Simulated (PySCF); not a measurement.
## A study: CF$_{3}$, doublet, SMILES `F[C](F)F`

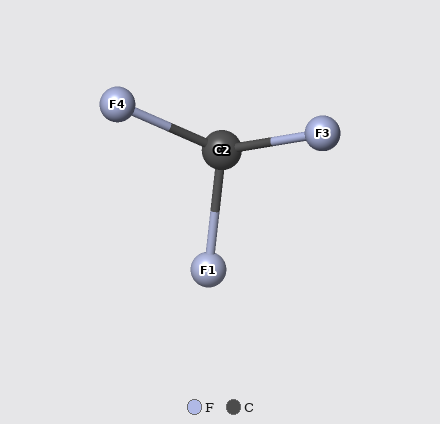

The molecule, with its atoms numbered as below. No frequency check shows the geometry to be a minimum.

Coordinates in Å:

```
F1      -0.9102   -0.8784    0.0687
C2      -0.0001    0.0000   -0.3090
F3       1.2158   -0.3491    0.0686
F4      -0.3056    1.2274    0.0687
```

Part 1: Bonding charge

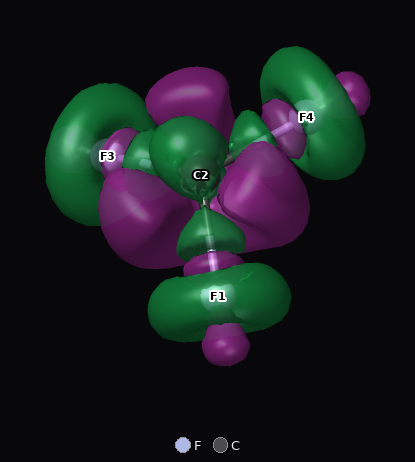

Deformation density (molecule less spherical, spin-averaged free atoms at the same positions), surfaces at ±0.06 e/Å³; green: gain, purple: loss.

Method: PBE/def2-SVPD; geometry: GFN2-xTB; program: PySCF. The stability of the open-shell solution wasn't checked. GFN2-xTB doesn't know the spin state, so this open-shell geometry is rough.

Question: How much density has each bond gained at its critical point, relative to the free atoms?

Answer: F1–C2, C2–F4 and C2–F3: +0.13 e/Å³ at the bond critical point (bond length 1.32 Å). In all, 0.8 electrons gather in the regions of gain relative to the promolecule. A small or negative value marks a very polar bond, one between electron-rich atoms, whose free-atom densities already overlap strongly, a long bond to a heavier atom, or a closed-shell contact such as a hydrogen bond.

Question: Where do the Hirshfeld charges lie?

Answer: The highest Hirshfeld charge is on C2 (+0.21 e), the lowest on F1, F3 and F4 (−0.07 e).

Part 2: Bond critical points

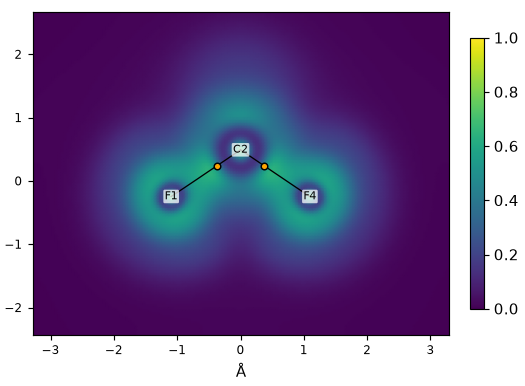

Localised orbital locator (LOL) in the plane of F1, C2 and F4, with bond paths and bond critical points (dots).

Question: Rank the bonds in the plane by LOL at their critical points.

Answer: F1–C2 and C2–F4: about 0.46. Values above 0.5 mark slow, localised electrons, as in shared pairs; low values at a critical point mark a polar or closed-shell contact whose critical point lies between the shells.

Question: Where along F1–C2 does the critical point lie?

Answer: 0.87 Å from F1 and 0.45 Å from C2.

Part 3: Electrostatic potential

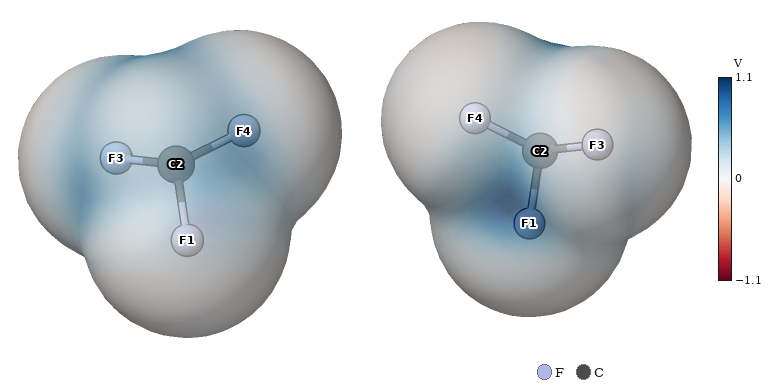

Electrostatic potential on the surface of electron density 0.001 a.u. (back view left, front view right).

Question: Where are the extremes of the potential on the surface?

Answer: Highest: 1.04 V, off the F1–C2 bond (1.8 Å from its atoms). Further maxima include 0.63 V, off the C2–F4 bond (1.9 to 2.0 Å from its atoms), and at like points elsewhere; 0.01 V, 1.6 Å from F4. Lowest: −0.08 V, 1.6 Å from F3, and at like points elsewhere. The surface is sampled at points, so like sites can differ by a few per cent and only the strongest of them is named.

Part 4: Spin density

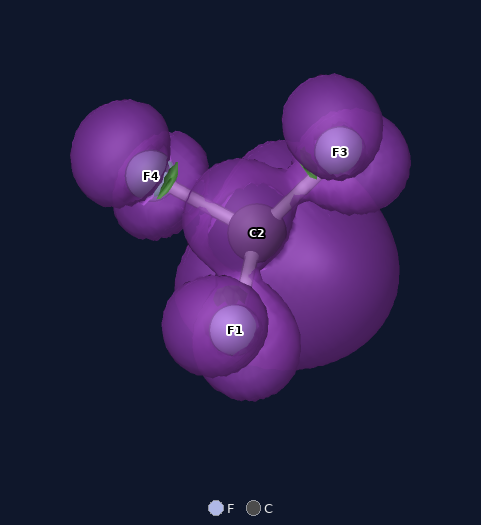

Spin density ρα − ρβ at ±0.01 e/Å³ (purple: excess α, green: excess β).

Question: Where is the unpaired spin?

Answer: Hirshfeld spin populations: C2 +0.66 and F1, F3 and F4 +0.11. ⟨S²⟩ = 0.75, as for a pure state.

Part 5: In an electric field

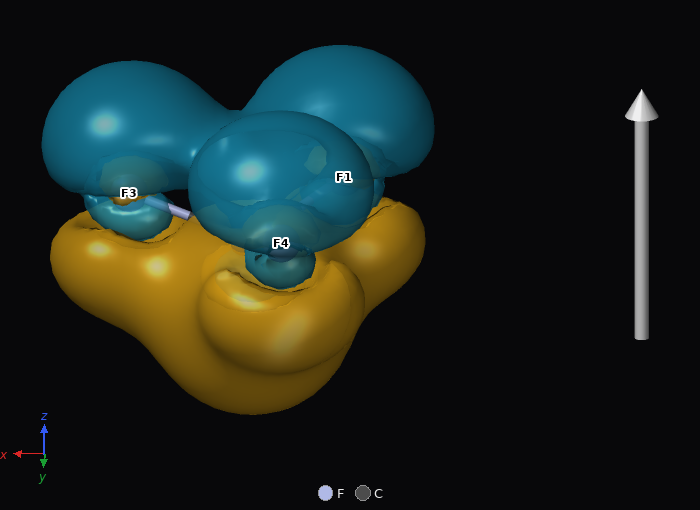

Change of the electron density in a uniform field of 0.41 V/Å along +z (arrow), surfaces at ±0.0015 e/Å³ (yellow: gain, teal: loss).

PySCF calculation, B3LYP/def2-SVPD, gas phase; geometry: GFN2-xTB. The stability of the open-shell solution wasn't checked. GFN2-xTB doesn't know the spin state, so this open-shell geometry is rough.

The field was applied in both directions; the picture shows the one opposite to the script's first.

Question: What dipole is induced, and what polarisability does it imply?

Answer: The induced dipole is 0.31 D (along the field); α along this axis, from the fields in both directions, is 15 bohr³ (2.3 Å³).
